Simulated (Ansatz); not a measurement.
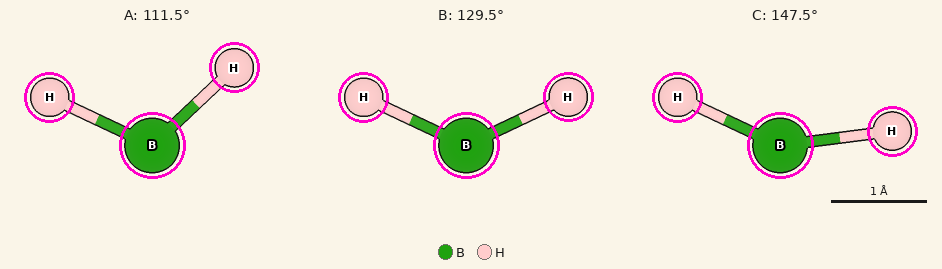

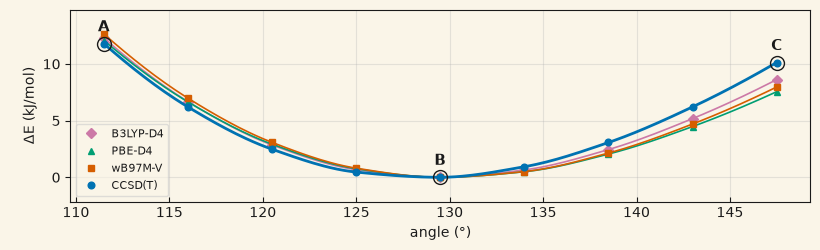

Energy scan for BH$_{2}$ (multiplicity 2), in which the H–B–H angle is varied, with the rest of the molecule carried along rigidly. The lettered frames are marked on the plot, at the values of CCSD(T). Style: ball-and-stick. Shown onto the plane of the angle. The ringed atoms are those of the scanned coordinate.

Levels of theory: CCSD(T), wB97M-V, PBE-D4, B3LYP-D4 (def2-TZVPP, Ansatz), on geometries moved rigidly from the minimum at PBE0-D4/def2-TZVP. Coupled cluster with a frozen core. Energies are counted from the PBE0-D4/def2-TZVP minimum geometry at the same level.

Question: Describe the profile.

Answer: With CCSD(T): the lowest computed point lies at the angle 129.5° (0.0 kJ/mol). At the ends of the scan the energy is 11.8 kJ/mol (111.5°) and 10.1 kJ/mol (147.5°). The curvature at the lowest point is about 2.3 eV/rad². At 111.5° the levels give CCSD(T) 11.8 kJ/mol, PBE-D4 12.1 kJ/mol, B3LYP-D4 12.3 kJ/mol, wB97M-V 12.6 kJ/mol. Closest to CCSD(T) there is PBE-D4.
